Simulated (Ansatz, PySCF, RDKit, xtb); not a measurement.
**Which structure has the formula [NO2]+?, part 1 of 2**

Task: start from the formula [NO2]+ (charge +1), draw up candidate structures, narrow them down in stages, and characterise the one that lies lowest at 298.15 K.

The funnel: GFN2-xTB relaxations, single points with a density functional, relaxations at PBE-D3(BJ)/def2-SVP, harmonic vibrations, and a last energy at a higher level. All values are calculated.

5 further runs of the same task are left out: 5 set aside as unsound or not needed.

### 1 Candidates

A program enumerates the bonding patterns with one Lewis structure each (two rings at most, one unusual centre or charged pair), with their diastereomers. O–O, O–halogen and N–halogen bonds and N–N–N chains are not drawn. That gives 1 candidate.

| label | SMILES | spin |
| --- | --- | --- |
| c896 | O=[N+]=O | singlet |

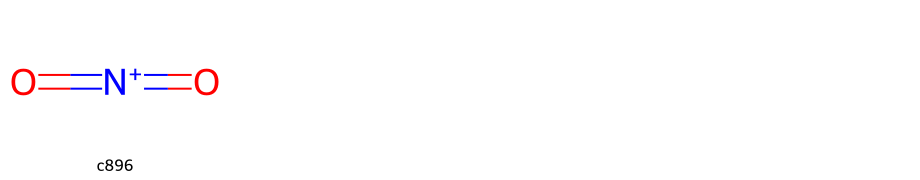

Structural formulas of the candidates.

Candidates are built by distance geometry, with a force field where one applies, in up to four conformers (letters a to d). 2 starts with atoms placed at random are added, to find patterns that the rules miss.

### 2 Cheap relaxation of all starts

All 3 starts are relaxed the same way. One of them, c634 (atoms placed at random), in full:

Input file start.xyz:

```xyz
3
c634
N      0.776910    -0.096500     1.249550
O     -0.458140     0.873140     0.141980
O     -1.141840     0.567720    -0.791960
```

Command:

```sh
$ xtb start.xyz --gfn 2 --opt --chrg 1
```

The program printed, cut to the lines that bear on the results:

```text
* xtb version 6.7.1
[...]
          :  # basis functions                  12          :
[...]
          :  # electrons                        16          :
[...]
          :  Hamiltonian                  GFN2-xTB          :
[...]
          :  net charge                          1          :
          :  unpaired electrons                  0          :
[...]
   *** convergence criteria satisfied after 47 iterations ***
[...]
   *** GEOMETRY OPTIMIZATION CONVERGED AFTER 13 ITERATIONS ***
[...]
   *** convergence criteria satisfied after 3 iterations ***
[...]
         ::                     SUMMARY                     ::
         :::::::::::::::::::::::::::::::::::::::::::::::::::::
         :: total energy             -10.263328900416 Eh    ::
         :: gradient norm              0.000218289527 Eh/a0 ::
         :: HOMO-LUMO gap              6.062761564319 eV    ::
         ::.................................................::
         :: SCC energy               -10.335736227778 Eh    ::
         :: -> isotropic ES            0.194939796780 Eh    ::
         :: -> anisotropic ES          0.017933170763 Eh    ::
         :: -> anisotropic XC          0.000389293739 Eh    ::
         :: -> dispersion             -0.000477070876 Eh    ::
         :: repulsion energy           0.072407327362 Eh    ::
         :: add. restraining           0.000000000000 Eh    ::
         :: total charge               1.000000000000 e     ::
         :::::::::::::::::::::::::::::::::::::::::::::::::::::
[...]
         8        2.0000           -0.8534474             -23.2235 (HOMO)
         9                         -0.6306450             -17.1607 (LUMO)
[...]
     #   Z          covCN         q      C6AA      α(0)
     1   7          0.928     0.237    17.327     6.012
     2   8          1.904     0.699     7.960     3.810
     3   8          0.985     0.065    14.240     5.062
[...]
     #   Z sym  total        # sym  WBO       # sym  WBO       # sym  WBO
 ---------------------------------------------------------------------------
     1   7      2.973 --     2      2.065     3      0.908
     2   8      3.532 --     1      2.065     3      1.467
     3   8      2.375 --     2      1.467     1      0.908
 ---------------------------------------------------------------------------
[...]
molecular dipole:
                 x           y           z       tot (Debye)
 q only:       -0.266       0.761       0.647
   full:       -0.391       0.803       0.514       2.619
molecular quadrupole (traceless):
[...]
          | TOTAL ENERGY              -10.263328900416 Eh   |
          | GRADIENT NORM               0.000218289527 Eh/α |
          | HOMO-LUMO GAP               6.062761564319 eV   |
           -------------------------------------------------
[...]
```

It took 0.046 s on 1 thread of Arm Neoverse N1, shared host.

### 3 What the search left

3 of the 3 relaxations converged; 1 ended on a minimum already found. 2 distinct structures remain:

| label | start | SMILES after | spin | energy (kcal/mol) |
| --- | --- | --- | --- | --- |
| c896a | drawn | O=[N+]=O | singlet | 0.0 |
| c352 | random | [N][O][O] ‡ | singlet | 98.0 |

‡ marks the bonded skeleton alone, with all bonds drawn single: no Lewis structure was assigned that passes a check against the bond lengths.

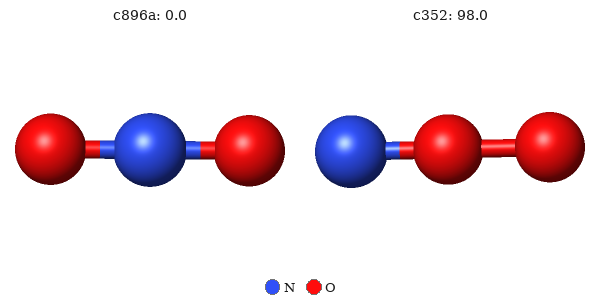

The 2 lowest minima that did not fall apart, with their GFN2-xTB energies in kcal/mol.

### 4 Single points on the low minima

A choice of the minima (the low ones first, few conformers of a pattern, up to a cap) and the lowest that fell apart get a single point at r2SCAN-D4/def2-SVP on the tight-binding geometry, and one at HF/STO-3G for comparison. The lowest singlets are also tried as triplets at the same geometry (label ending in t). The first, c896a:

Input file input.yaml:

```yaml
crystal:
  periodic: [false, false, false]
  atoms:
    - {symbol: "N", position_ang: [-3.632063, -0.537824, -2.587878]}
    - {symbol: O, position_ang: [-3.431538, 0.056456, -1.695383]}
    - {symbol: O, position_ang: [-3.832605, -1.132112, -3.480393]}
basis:
  gaussian: {orbitals: def2-SVP}
total_charge: 1
hamiltonian: {xc: {name: r2SCAN}, dispersion: d4}
scf: {lower_state_search: off}
output: {orbitals: {seedname: orbitals}}
```

Command:

```sh
$ ansatz run input.yaml --threads 1 --pin off --max-ram 2610MiB --events-out events.jsonl --progress --plain --runs-dir runs
```

The program printed:

```text
Warning: RAYON_NUM_THREADS=1 ignored (pool sized by the plan → 1); use --threads N
Functional definition: r2SCAN
  name "r2SCAN"
  parameter k0 = 0.174
  parameter k1 = 0.065
  parameter a1 = 4.9479
  exchange = r2scan_x(k0 = k0, k1 = k1, a1 = a1)
  correlation = r2scan_c
these checks for a lower state are left out or cut short: stability, starts, cluster_reference, orbital_swaps, neighbouring_geometries, increment
458 factors; their error is unknown
mean field evaluation 1: about -5560.3386 eV, gradient 4.7e1 eV
mean field evaluation 2: about -5556.4166 eV, gradient 6.9e1 eV
mean field evaluation 4: about -5563.8916 eV, gradient 4.3e-1 eV
mean field evaluation 8: about -5563.8814 eV, gradient 5.1e-2 eV
mean field -5563.88140115 eV, -204.4688701582 hartree, gradient 4.0e-6 eV, S^2 0.000000; 0 other end points of the search recorded, 0 dependent functions left out
reference -5563.88140318 eV, -204.4688702326 hartree; 11, 11 occupied and 31, 31 virtual orbitals, 458 factors
Total energy: -5563.88570906 eV, -204.4690284707 hartree
Checks for a lower state left out: stability, starts, cluster_reference, orbital_swaps, neighbouring_geometries, increment
```

Run time: 1.1 s. Hardware: 1 thread of Arm Neoverse N1, shared host.

Relative energies in kcal/mol, each column from its lowest structure that stays in one piece:

| label | SMILES | spin | GFN2-xTB | HF/STO-3G | r2SCAN-D4/def2-SVP |
| --- | --- | --- | --- | --- | --- |
| c896a | O=[N+]=O | singlet | 0.0 | 0.0 | 0.0 |
| c352 | [N][O][O] ‡ | singlet | 98.0 | 92.4 | 116.4 |
| c896at | O=[N+]=O | triplet | – | – | 153.5 |
| c352t | [N][O][O] ‡ | triplet | – | – | 214.3 |

‡ marks the bonded skeleton alone, with all bonds drawn single: no Lewis structure was assigned that passes a check against the bond lengths.

### 5 Relaxing the best candidates

3 candidates are relaxed at PBE-D3(BJ)/def2-SVP (chosen among the lowest in one piece, with other spins of them). The first, c896a:

Input file input.yaml:

```yaml
crystal:
  periodic: [false, false, false]
  atoms:
    - symbol: N
      position_ang: [-3.632063, -0.537824, -2.587878]
    - symbol: O
      position_ang: [-3.431538, 0.056456, -1.695383]
    - symbol: O
      position_ang: [-3.832605, -1.132112, -3.480393]
basis:
  gaussian: {orbitals: def2-SVP}
total_charge: 1
hamiltonian: {xc: {name: PBE}, dispersion: d3bj}
scf: {lower_state_search: "off"}
relax: {f_tol: 0.003}
```

Command:

```sh
$ ansatz run input.yaml --threads 1 --pin off --max-ram 2610MiB --events-out events.jsonl --progress --plain --runs-dir runs
```

The program printed, cut to the lines that bear on the results:

```text
Warning: RAYON_NUM_THREADS=1 ignored (pool sized by the plan → 1); use --threads N
[...]
Functional definition: PBE
  name "PBE"
[...]
458 factors; their error is unknown
[...]
mean field -5561.57044323 eV, -204.3839440208 hartree, gradient 3.9e-6 eV, S^2 0.000000; 0 other end points of the search recorded, 0 dependent functions left out
[...]
reference -5561.57045384 eV, -204.3839444108 hartree; 11, 11 occupied and 31, 31 virtual orbitals, 458 factors
relax step   1: F+E_penalty+E_count = -5561.59459703 eV  Δ(F+E_penalty+E_count) = +0.000e0 eV  max|allowed force component| = 4.781e0 eV/Å  Δτ_max = 0.0000 Å  (12 SCF iters, accepted)
[...]
relax step   2: F+E_penalty+E_count = -5561.82460558 eV  Δ(F+E_penalty+E_count) = -2.300e-1 eV  max|allowed force component| = 1.676e-2 eV/Å  Δτ_max = 0.0414 Å  (19 SCF iters, accepted)
[...]
relax step   3: F+E_penalty+E_count = -5561.82460904 eV  Δ(F+E_penalty+E_count) = -3.455e-6 eV  max|allowed force component| = 1.755e-3 eV/Å  Δτ_max = 0.0002 Å  (9 SCF iters, accepted)
Total energy: -5561.82461964 eV, -204.3932848315 hartree
Atom 0 at    -3.632065    -0.537828    -2.587885 Å, force    -0.000061     0.000034     0.000011 eV/Å
Atom 1 at    -3.423900     0.079090    -1.661391 Å, force     0.000423     0.001148     0.001744 eV/Å
Atom 2 at    -3.840241    -1.154742    -3.514379 Å, force    -0.000363    -0.001182    -0.001755 eV/Å
Dipole moment:     0.000001    -0.000001    -0.000000 e Å
Checks for a lower state left out: stability, starts, cluster_reference, orbital_swaps, neighbouring_geometries, increment
```

Wall time 1.7 s (1 thread of Arm Neoverse N1, shared host).

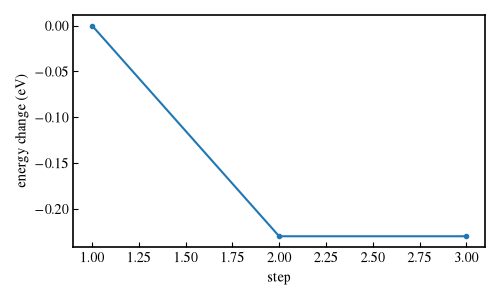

Energy along the run, all evaluated steps.

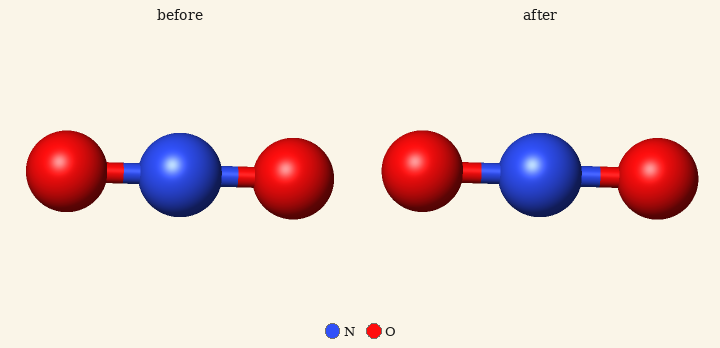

Before and after, at one scale.

After the run. Bond lengths: N1–O2 1.132 Å, N1–O3 1.132 Å. Angles: O2–N1–O3 180.0°.

### 6 The relaxed candidates

| label | spin | r2SCAN-D4/def2-SVP (kcal/mol) | PBE-D3(BJ)/def2-SVP, relaxed (kcal/mol) | time |
| --- | --- | --- | --- | --- |
| c896a | singlet | 0.0 | 0.0 | 1.7 s |
| c896at | triplet | 153.5 | 79.3 | 2.8 min |
| c352 | singlet | 116.4 | 106.8 | 3.6 s |

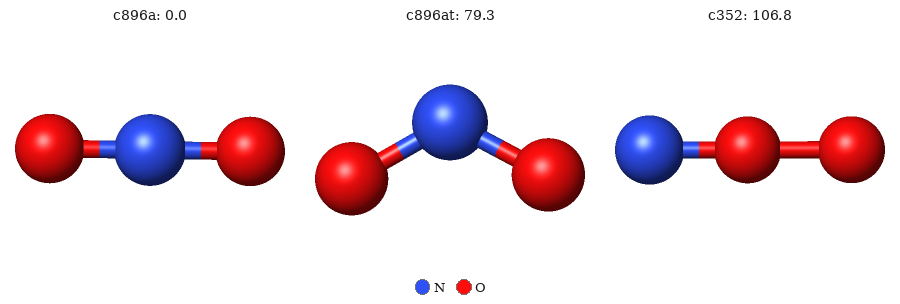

The relaxed structures, with energies at PBE-D3(BJ)/def2-SVP in kcal/mol.

### 7 Harmonic analysis of the finalists

The lowest few in one piece go on as finalists. Harmonic vibrations at PBE-D3(BJ)/def2-SVP test each finalist and give the zero-point energy and the thermal terms. The first, c896a:

Input file input.yaml:

```yaml
crystal:
  periodic: [false, false, false]
  atoms:
    - symbol: N
      position_ang: [0.000000, 0.000000, 0.000000]
    - symbol: O
      position_ang: [0.000000, 0.000000, -1.132392]
    - symbol: O
      position_ang: [0.000000, 0.000000, 1.132392]
basis:
  gaussian:
    orbitals: def2-SVP
total_charge: 1
hamiltonian:
  xc: {name: PBE}
  dispersion: d3bj
scf:
  lower_state_search: off
phonons: {}
```

Command:

```sh
$ ansatz run input.yaml --threads 1 --pin off --max-ram 2610MiB --events-out events.jsonl --progress --plain --runs-dir runs
```

The program printed, cut to the lines that bear on the results:

```text
Warning: RAYON_NUM_THREADS=1 ignored (pool sized by the plan → 1); use --threads N
[... 2 set-up lines as earlier in the session ...]
[...]
458 factors; their error is unknown
[...]
mean field -5561.80055333 eV, -204.3924004112 hartree, gradient 4.8e-6 eV, S^2 0.000000; 0 other end points of the search recorded, 0 dependent functions left out
[...]
reference -5561.80056393 eV, -204.3924008008 hartree; 11, 11 occupied and 31, 31 virtual orbitals, 458 factors
[...]
458 factors; their error is unknown
[...]
mean field -5561.80051372 eV, -204.3923989555 hartree, gradient 1.7e-6 eV, S^2 0.000000; 0 other end points of the search recorded, 0 dependent functions left out
[...]
reference -5561.80052432 eV, -204.3923993451 hartree; 11, 11 occupied and 31, 31 virtual orbitals, 458 factors
[...]
458 factors; their error is unknown
[...]
reference -5561.80019595 eV, -204.3923872775 hartree; 11, 11 occupied and 31, 31 virtual orbitals, 458 factors
[...]
458 factors; their error is unknown
mean field -5561.80020722 eV, -204.3923876917 hartree, gradient 1.8e-6 eV, S^2 0.000000; 0 other end points of the search recorded, 0 dependent functions left out
[...]
reference -5561.80021782 eV, -204.3923880813 hartree; 11, 11 occupied and 31, 31 virtual orbitals, 458 factors
Total energy: -5561.82461964 eV, -204.3932848316 hartree
Atom 0 at     0.000000     0.000000     0.000000 Å, force    -0.000000     0.000000    -0.000000 eV/Å
Atom 1 at     0.000000     0.000000    -1.132392 Å, force     0.000000    -0.000000    -0.002111 eV/Å
Atom 2 at     0.000000     0.000000     1.132392 Å, force     0.000000    -0.000000     0.002111 eV/Å
Dipole moment:     0.000000    -0.000000     0.000000 e Å
Vibrations: 594.81 594.81 1424.07 2469.12 cm⁻¹, zero-point energy 0.315094 eV
Checks for a lower state left out: stability, starts, cluster_reference, orbital_swaps, neighbouring_geometries, increment
```

Run time: 7.2 s. Hardware: 1 thread of Arm Neoverse N1, shared host.

### 8 Thermal terms of the finalists

At 298.15 K and 1 atm, ideal gas, rigid rotor and harmonic oscillator:

| label | SMILES | spin | point group | lowest mode (cm⁻¹) | zero-point (kcal/mol) | G − E (kcal/mol) |
| --- | --- | --- | --- | --- | --- | --- |
| c896a | O=[N+]=O | singlet | D∞h | 595 | 7.3 | -5.8 |
| c896at | O=[N+]=O | triplet | C2v | 648 | 4.6 | -10.4 |
| c352 | [N][O][O] ‡ | singlet | C∞v | 469 | 5.7 | -7.8 |

‡ marks the bonded skeleton alone, with all bonds drawn single: no Lewis structure was assigned that passes a check against the bond lengths.

### 9 Energies at the top level

Single points at CCSD(T)/def2-TZVPP on the refined geometries decide the order.

c896a, CCSD(T)/def2-TZVPP:

Input file input.yaml:

```yaml
crystal:
  periodic: [false, false, false]
  atoms:
    - symbol: "N"
      position_ang: [0.000000, 0.000000, 0.000000]
    - symbol: O
      position_ang: [0.000000, 0.000000, -1.132392]
    - symbol: O
      position_ang: [0.000000, 0.000000, 1.132392]
basis:
  gaussian:
    orbitals: def2-TZVPP
total_charge: 1
correlation:
  method: ccsd_t
  frozen_orbitals: {"N": 1, O: 1}
```

Command:

```sh
$ ansatz run input.yaml --threads 1 --pin off --max-ram 2610MiB --events-out events.jsonl --progress --plain --runs-dir runs
```

The program printed, cut to the lines that bear on the results:

```text
Warning: RAYON_NUM_THREADS=1 ignored (pool sized by the plan → 1); use --threads N
Functional definition: HF
  name "HF"
[...]
615 factors; integrals over basis functions are off by at most 1.1e-3 eV
[...]
mean field -5544.78053037 eV, -203.7669261040 hartree, gradient 8.7e-7 eV, S^2 0.000000; 0 other end points of the search recorded, 0 dependent functions left out; unrestricted orbitals would lower it
3 core orbitals not correlated: weight in the atoms' cores, before any rotation towards them, 1.000 or more for the frozen orbitals, at most 0.000 for the correlated occupied ones
reference -5544.78053037 eV, -203.7669261040 hartree; 8, 8 occupied and 82, 82 virtual orbitals, 615 factors
second order -18.89873151 eV of doubles, -0.00000000 eV of singles
cycle   1  -16.74508028 eV  change     2.2e0 eV  update   1.8e-1
[...]
cycle   9  -17.89347737 eV  change   -1.5e-5 eV  update   8.2e-6
perturbative correction -1.11460282 eV, -0.0409608982 hartree
Total energy: -5563.78861056 eV, -204.4654601668 hartree
```

It took 4.2 s on 1 thread of Arm Neoverse N1, shared host.

### 10 c896at at CCSD(T)/def2-TZVPP

Input file input.yaml:

```yaml
crystal:
  periodic: [false, false, false]
  atoms:
    - {symbol: N, position_ang: [-3.328890, -0.370041, -2.767765]}
    - {symbol: O, position_ang: [-3.588239, -0.042750, -1.628532]}
    - {symbol: O, position_ang: [-3.979077, -1.200689, -3.367357]}
basis:
  gaussian:
    orbitals: def2-TZVPP
total_charge: 1
magnetization:
  spin_polarized: true
  initial_magnetization: 2
correlation:
  method: ccsd_t
  frozen_orbitals: {"N": 1, O: 1}
scf:
  omitted_lower_state_checks: [cluster_reference]
```

Command:

```sh
$ ansatz run input.yaml --threads 1 --pin off --max-ram 2610MiB --events-out events.jsonl --progress --plain --runs-dir runs
```

The program printed, cut to the lines that bear on the results:

```text
Warning: RAYON_NUM_THREADS=1 ignored (pool sized by the plan → 1); use --threads N
[... 2 set-up lines as earlier in the session ...]
[...]
617 factors; integrals over basis functions are off by at most 4.9e-4 eV
[...]
mean field -5543.47854067 eV, -203.7190788650 hartree, gradient 3.9e-6 eV, S^2 2.031177; 4 other end points of the search recorded, 0 dependent functions left out
3 core orbitals not correlated: weight in the atoms' cores, before any rotation towards them, 1.000 or more for the frozen orbitals, at most 0.000 for the correlated occupied ones
reference -5543.47854067 eV, -203.7190788650 hartree; 9, 7 occupied and 81, 83 virtual orbitals, 617 factors
second order -15.31999187 eV of doubles, -0.00000000 eV of singles
cycle   1  -15.13700960 eV  change    1.8e-1 eV  update   1.4e-1
[...]
cycle  12  -16.09858583 eV  change    9.0e-7 eV  update   1.7e-5
perturbative correction -0.82506638 eV, -0.0303206301 hartree
Total energy: -5560.40219288 eV, -204.3410116123 hartree
Checks for a lower state left out: cluster_reference
```

Wall time 14 s (1 thread of Arm Neoverse N1, shared host); peak memory 0.47 GiB.

For c896a, c352 the log finds that unrestricted Hartree-Fock orbitals lie lower, a sign to watch the closed-shell reference there.

### 11 Free energies and the winner

Energies in kcal/mol from c896a; G adds the thermal terms to the CCSD(T)/def2-TZVPP energy. The columns left of the relaxed level are at the tight-binding geometries.

| label | SMILES | spin | r2SCAN-D4/def2-SVP | PBE-D3(BJ)/def2-SVP | HF/def2-TZVPP | MP2/def2-TZVPP | CCSD(T)/def2-TZVPP | G | share at equilibrium | T1 |
| --- | --- | --- | --- | --- | --- | --- | --- | --- | --- | --- |
| c896a | O=[N+]=O | singlet | 0.0 | 0.0 | 0.0 | 0.0 | 0.0 | 0.0 | 100.0 % | 0.022 |
| c896at | O=[N+]=O | triplet | 153.5 | 79.3 | 30.0 | 112.6 | 78.1 | 73.4 | < 0.1 % | 0.045 |
| c352 | [N][O][O] ‡ | singlet | 116.4 | 106.8 | 133.1 | 107.5 | 107.6 | 105.6 | < 0.1 % | 0.040 |

‡ marks the bonded skeleton alone, with all bonds drawn single: no Lewis structure was assigned that passes a check against the bond lengths.

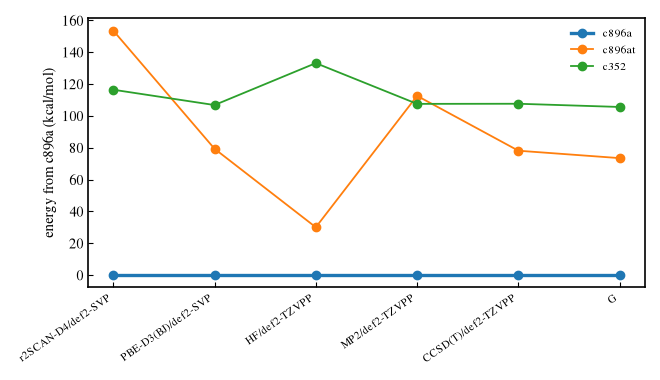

The finalists at each level, measured from c896a.

Lowest found: c896a, `O=[N+]=O`, a singlet of point group D∞h. Bond lengths: N1–O2 1.132 Å, N1–O3 1.132 Å. Angles: O2–N1–O3 180.0°.

```xyz
3

N     0.0000    0.0000    0.0000
O     0.0000    0.0000   -1.1324
O     0.0000    0.0000    1.1324
```

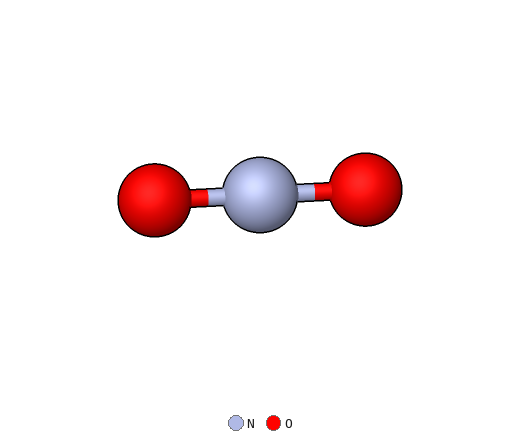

The lowest structure found, seen from a chosen angle (nitrogen light blue, oxygen red).

### 12 Density, orbitals and dipole (PBE0/def2-TZVPD)

Input file input.yaml:

```yaml
crystal:
  periodic: [false, false, false]
  atoms:
    - {symbol: "N", position_ang: [0.000000, 0.000000, 0.000000]}
    - {symbol: O, position_ang: [0.000000, 0.000000, -1.132392]}
    - {symbol: O, position_ang: [0.000000, 0.000000, 1.132392]}
basis:
  gaussian: {orbitals: def2-TZVPD}
total_charge: 1
hamiltonian: {xc: pbe0}
output: {forces: true, orbitals: {seedname: orbitals}}
```

Command:

```sh
$ ansatz run input.yaml --threads 1 --pin off --max-ram 2610MiB --events-out events.jsonl --progress --plain --runs-dir runs
```

The program printed, cut to the lines that bear on the results:

```text
Warning: RAYON_NUM_THREADS=1 ignored (pool sized by the plan → 1); use --threads N
Functional definition: PBE0
  name "PBE0"
[...]
547 factors; their error is unknown
[...]
mean field -5567.43668606 eV, -204.5995244686 hartree, gradient 4.2e-5 eV, S^2 0.000000; 0 other end points of the search recorded, 0 dependent functions left out
[...]
reference -5567.43670274 eV, -204.5995250816 hartree; 11, 11 occupied and 106, 106 virtual orbitals, 547 factors
Total energy: -5567.43670274 eV, -204.5995250816 hartree
Atom 0 at     0.000000     0.000000     0.000000 Å, force    -0.000000     0.000000    -0.000000 eV/Å
Atom 1 at     0.000000     0.000000    -1.132392 Å, force     0.000000    -0.000000     2.720400 eV/Å
Atom 2 at     0.000000     0.000000     1.132392 Å, force     0.000000    -0.000000    -2.720400 eV/Å
Dipole moment:     0.000000     0.000000     0.000000 e Å
```

Wall time 2.6 s (1 thread of Arm Neoverse N1, shared host).

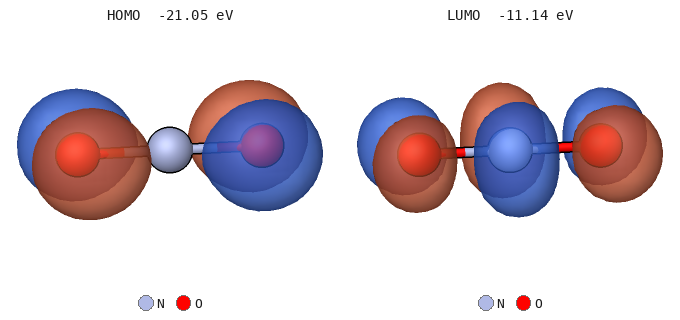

Frontier orbitals of this run, surfaces at ±0.2 Å^-3/2.

(Continued in part 2 of 2.)
